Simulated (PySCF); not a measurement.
```xyz
12

F     1.1738    1.1121   -0.3055
Si    0.1184    0.6349    0.8460
F     0.6453   -0.3468    2.0438
F    -1.2529    1.4899    1.0833
F    -0.5748   -0.5444   -0.0433
C     0.9035    3.4430    1.4513
N     0.9815    2.0663    1.9620
H     1.3836    3.4800    0.4681
H     1.3973    4.1486    2.1308
H    -0.1511    3.7155    1.3402
H     1.9538    1.7858    2.0847
H     0.5535    2.0035    2.8848
```

Geometry: PBE0-D3(BJ)/def2-SVPD.

Level of theory: wB97M-D3(BJ)/def2-SVPD, SCF density, gas phase (PySCF).

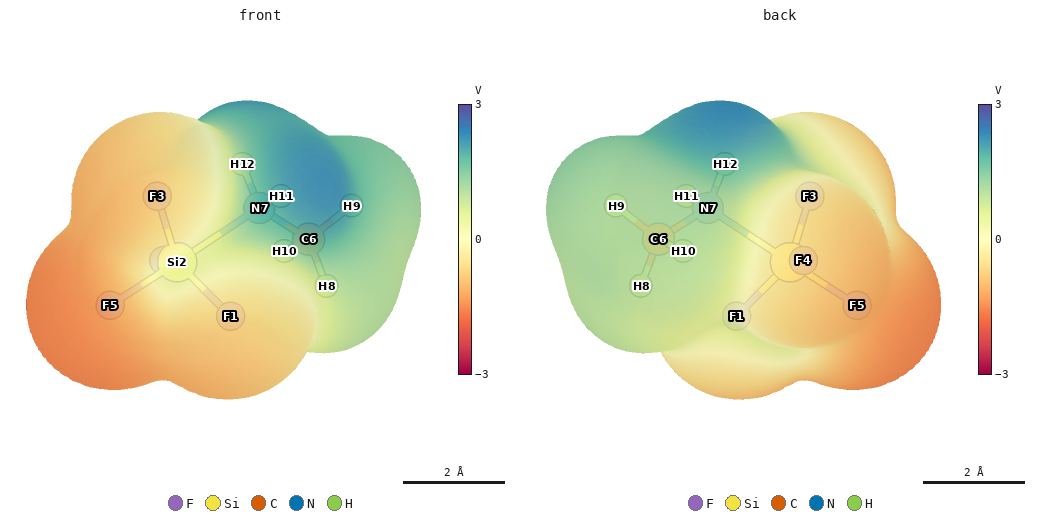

CH5F4NSi. The molecular electrostatic potential painted on the density surface at 0.001 e/bohr³, seen from the front and from behind; the colour scale runs from red (negative) to blue (positive).

Describe the electrostatic potential map.

The most negative region (about −1.5 V) lies over F5, the most positive (about +2.3 V) over H11 and H12.

What dipole moment does the calculation give?

Its dipole moment is 6.72 D.
